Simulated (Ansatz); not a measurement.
The figure comes from a scan of GaS (beta-GaS type, space group P6_3/mmc): the cell is scaled evenly about its relaxed volume V₀. These are PBE-D3(BJ) (plane waves to 420 eV, PAW, scalar-relativistic; Ansatz, a first-principles code) values and carry that method's errors. k mesh 11×11×3 (Γ-centred), Fermi-Dirac smearing 0.05 eV. Stress and pressure are positive under compression. GaS was relaxed with its symmetry unable to fall. 

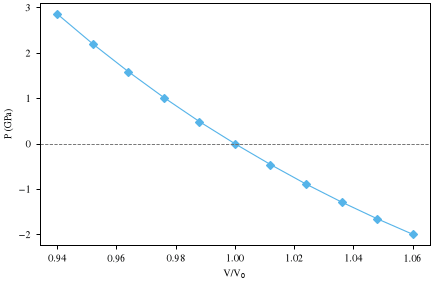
Figure. P (GPa) against V/V₀; one marker a computed point.

Turn the plot into a table (rounded to what can be read).

To the nearest 0.1:

```
V/V₀   P (GPa)
-----  -------
0.940      2.9
0.952      2.2
0.964      1.6
0.976      1.0
0.988      0.5
1.000      0.0
1.012     -0.5
1.024     -0.9
1.036     -1.3
1.048     -1.7
1.060     -2.0
```

(Under strain, the slope of the energy per volume gives the stress and its curvature an elastic modulus.)
